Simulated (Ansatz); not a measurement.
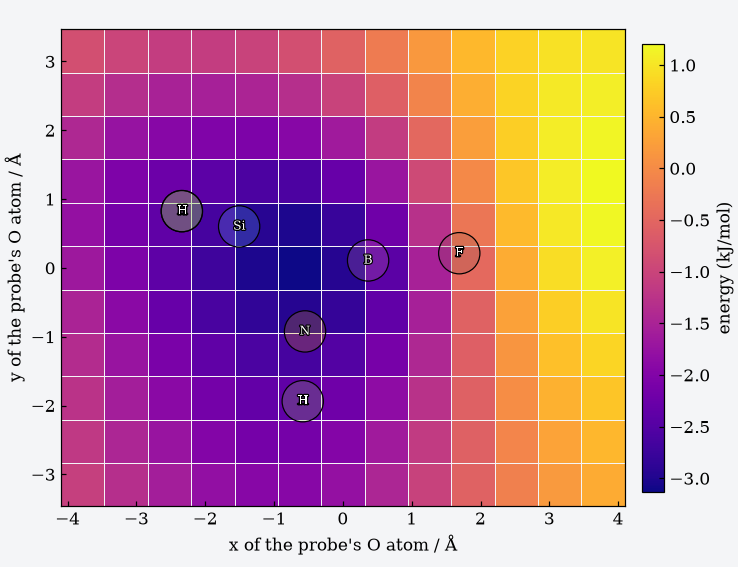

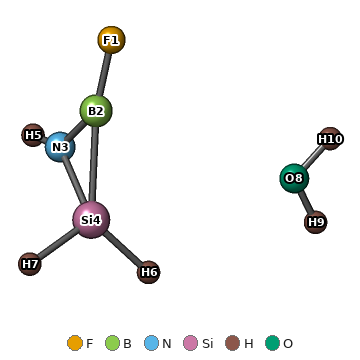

Energy landscape of BFH₃NSi (SMILES FB1N[SiH2]1) with the probe H2O. The probe is moved over a plane parallel to the molecule's main plane, 4.31 Å above it. First axis: x of the probe's O atom. Second axis: y of the probe's O atom. Nothing is relaxed (molecule and probe rigid, the probe upright with O nearest the plane). Grid: 13 × 11 points. Energies: kJ/mol, counted from molecule and probe far apart, each relaxed in its own basis (no counterpoise correction). These are results of RKS B3LYP-D4/def2-SVPD in Ansatz, not measurements.

In the figure: one coloured cell a grid point, labelled circles for the molecule's atoms, projected on the plane. The second picture is the structure at the lowest point.

Where are the wells?

Answer. The lowest grid point is at x of the probe's O atom = −0.63 Å, y of the probe's O atom = 0.00 Å, −3.13 kJ/mol from molecule and probe far apart, each relaxed in its own basis (no counterpoise correction). It is the only kind of minimum in the scanned range. The highest grid point, x of the probe's O atom = 3.78 Å, y of the probe's O atom = 1.26 Å, lies 4.33 kJ/mol above the lowest. Near the minimum the curvatures are about 0.0068 and 0.009 eV/Å² along the soft and the stiff direction.

The input of one point:

```yaml
crystal:
  periodic: [false, false, false]
  atoms:
    - { symbol: F, position_ang: [1.691245, 0.213068, -1.6e-05] }
    - { symbol: B, position_ang: [0.366298, 0.108061, 2.9e-05] }
    - { symbol: "N", position_ang: [-0.549993, -0.923235, -6.0e-06] }
    - { symbol: Si, position_ang: [-1.507549, 0.602106, -8.0e-06] }
    - { symbol: H, position_ang: [-0.583224, -1.937623, -0.000337] }
    - { symbol: H, position_ang: [-2.340168, 0.824376, 1.214773] }
    - { symbol: H, position_ang: [-2.339927, 0.824466, -1.214946] }
    - { symbol: O, position_ang: [-0.63, 0.0, 4.31] }
    - { symbol: H, position_ang: [-1.396786, 0.0, 4.894554] }
    - { symbol: H, position_ang: [0.136786, 0.0, 4.894554] }
basis:
  gaussian: { orbitals: def2-SVPD }
hamiltonian:
  xc: { name: B3LYP }
  dispersion: d4
output:
  forces: true
```

Time for the 143 points that were run: 9.4 min on 1 thread of Intel(R) Xeon(R) 6975P-C (Granite Rapids), on a shared host.
